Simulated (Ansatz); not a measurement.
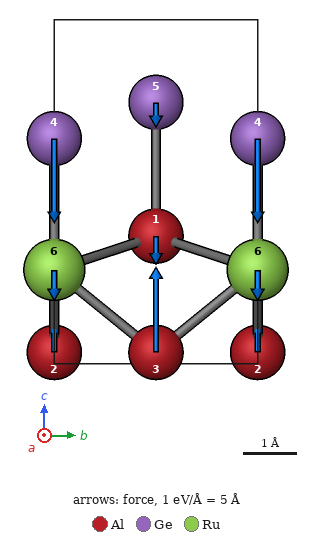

Starting geometry of solid Al3Ge2Ru (a generated structure, set up in P4mm) with the computed forces as blue arrows. The picture is a ball-and-stick view of the cell of the calculation, seen along the a axis.

All numbers below come from DFT PBE, scalar-relativistic, plane waves, PAW (Ansatz 0.2.0).

The input:
```yaml
crystal:
  lattice:
    - [3.9058240939, 0.0, 0.0]
    - [0.0, 3.9058240939, 0.0]
    - [0.0, 0.0, 6.6063352426]
  atoms:
    - { symbol: Al, position: [0.5, 0.5, 0.3706998871] }
    - { symbol: Al, position: [0.5, 0.0, 0.0324497064] }
    - { symbol: Al, position: [0.0, 0.5, 0.0324497064] }
    - { symbol: Ge, position: [0.0, 0.0, 0.6543596511] }
    - { symbol: Ge, position: [0.5, 0.5, 0.7597443804] }
    - { symbol: Ru, position: [0.0, 0.0, 0.2726910487] }
basis:
  ecutwfc: 420
kpoints:
  mp_grid: { grid: [10, 10, 6] }
hamiltonian:
  xc: pbe
scf:
  occupations: { method: gaussian, width: 0.1 }
output:
  forces: true
  stress: true
  eigenvalues: true
relax:
  adjacent_minimum: "off"
  f_tol: 0.01
  max_steps: 80
  cell: { stress_tol: 0.05 }
```

Command:
```bash
ansatz run input.yaml --threads 1 --pin off --max-ram 2560MiB --backend cpu --events-out ev --progress --plain --runs-dir out
```

### Is this structure relaxed? If not, where do the atoms go?

It isn't relaxed: the largest force vector, on Al atoms, is 0.33 eV/Å. The atoms end up moving mostly along the starting forces (cosine between the two patterns 0.86). The atom that moves furthest relative to the cell is Ge4 (0.092 Å along −c). Largest moves by element: Ge 0.092 Å, Al 0.042 Å, Ru 0.010 Å. Cell: a = b 3.906 → 3.860 Å (−1.2 %), c 6.606 → 6.785 Å (+2.7 %). Volume +0.3 %. Near-neighbour distances that change, for instance: Al1–Ge5 2.570 → 2.638 Å, Al2–Ge5 2.657 → 2.698 Å, Al2–Ru6 2.517 → 2.493 Å, Al1–Ru6 2.837 → 2.814 Å. Among the angles between lasting bonds that change: Ge5–Al2–Ge5 94.6° → 91.4°, Al2–Ge5–Al2 94.6° → 91.4°. The space group stays P4mm (No. 99). Over 4 accepted moves (5 points after the start) the energy falls by 10.4 meV per atom. Largest force component: 0.33 eV/Å at the start, 0.003 eV/Å at the end. Pressure: −0.23 GPa at the start and −0.02 GPa at the end. The SCF was repeated once at an unchanged geometry on a basis and grid sized afresh for the cell, which shifted the energy by less than 0.05 meV per atom at most.
